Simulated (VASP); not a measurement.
Band structure of Ba (bcc). Level of theory: r2SCAN meta-GGA with spin-orbit coupling, VASP's PBE PAW potentials (set 64) (plane waves; VASP).

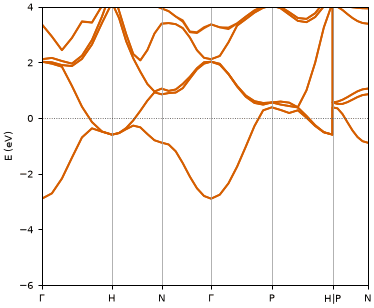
Figure. Bands along high-symmetry lines, zero at the valence-band maximum or, without a gap, the Fermi level

**Question.** Read the plot: is there a gap, and where are the band edges?

**Answer.** It has no gap at this level: it comes out as a metal or semimetal.

The compound is Ba in the bcc structure. It was relaxed first.
